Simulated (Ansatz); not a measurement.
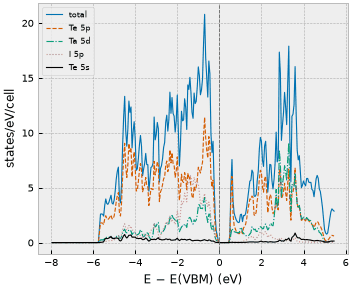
Figure: Total and projected density of states of TaTe₄I in space group P-1 (No. 2; Pearson symbol aP12), plane-wave PAW r²SCAN+D4 (Ansatz code)

**Question.** Which orbitals carry the states next to the gap?

**Answer.** Top 1 eV of the valence band: Te 5p 54 %, I 5p 24 %, Ta 5d 19 %. Bottom 1 eV of the conduction band: Te 5p 64 %, Ta 5d 28 %. Projections are on Löwdin-orthogonalised atomic valence shells; empty p or d shells of many metals are not among them.

**Question.** Where is the tallest occupied peak in this window, and what makes it?

**Answer.** Near -0.7 eV, about 21 states/eV per cell; the largest projected share is Te 5p.

The first step of the workflow began from a Materials Project structure, measured or hypothetical; the Crystallography Open Database copy checked does not list it. Entries of such low symmetry are often ordered models of mixed-site phases. Whether it is the stable phase at ambient conditions was not checked. The r²SCAN+D4 relaxation kept the symmetry of its start; whether a distortion lowers the energy is not shown. No spin polarisation was allowed. Scalar-relativistic: spin–orbit coupling is off unless named, which matters more the heavier the elements.

Potentials: the later of the program's two PAW sets.
